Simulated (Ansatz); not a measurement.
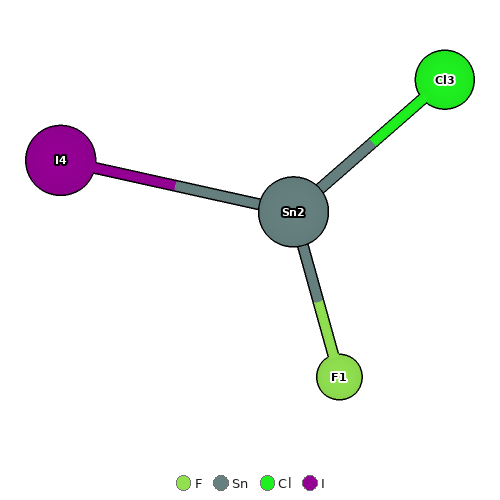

The system is ClFISn, SMILES [F][Sn]([Cl])[I], spin multiplicity 2; the picture shows the reference structure. 
- The first coordinate is: umbrella angle at Sn2 (between each of its bonds and their common axis; 90 is planar); the second: change of the bonds Sn2–F1, Sn2–Cl3, Sn2–I4, all alike.
- Nothing is relaxed (all other coordinates rigid).
- The grid has 9 × 9 points; 45 points were computed and 36 follow by symmetry.
- Points are written as (first, second).
- Energies are in kJ/mol, from the lowest grid point.
- Method: UKS PBE0-D4/def2-SVP (Ansatz 0.2.0).

Its coordinates:

```xyz
4

F    -1.1331   -0.7048    1.3576
Sn    0.1283    0.4486    0.4339
Cl    2.0325   -0.9214    0.1519
I    -0.9721    1.1173   -1.9637
```

Range: umbrella angle at Sn2 (between each of its bonds and their common axis; 90 is planar) from 56.7 to 123.3°; change of the bonds Sn2–F1, Sn2–Cl3, Sn2–I4, all alike from −0.258 to 0.398 Å.

Question: What landscape does the calculation give?

Answer: The lowest grid point is at (65.0°, −0.012 Å); the map holds 2 wells of about this depth. It is the only kind of minimum in the scanned range. The highest grid point, (90.0°, −0.258 Å), lies 338 kJ/mol above the lowest. On the interpolated surface the easiest way out of the lowest well to a well of about the same depth near (115.0°, −0.012 Å) passes a barrier of about 48 kJ/mol, counted from the interpolated bottom of the well. Round the minimum the two coordinates are nearly uncoupled.

```csv
"second ↓, first →",56.7,65.0,73.3,81.7,90.0,98.3,106.7,115.0,123.3
0.398,204,188,184,189,192,189,184,188,204
0.316,153,133,130,137,142,137,130,133,153
0.234,106,82,80,91,98,91,80,82,106
0.152,66,39,38,53,64,53,38,39,66
0.070,40,9,9,30,46,30,9,9,40
−0.012,35,0,2,29,52,29,2,0,35
−0.094,63,22,25,59,92,59,25,22,63
−0.176,139,91,94,135,181,135,94,91,139
−0.258,285,227,228,274,338,274,228,227,285
```

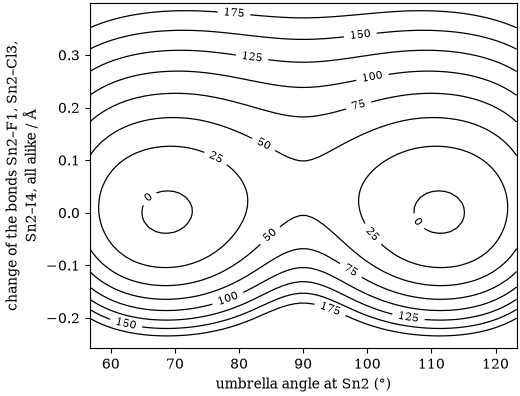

Drawn: contour lines labelled in kJ/mol (none above 175). Between grid points the surface is interpolated.

Time for the 45 points that were run: 7.9 min on 1 thread of Arm Neoverse V2, with other jobs on the host.
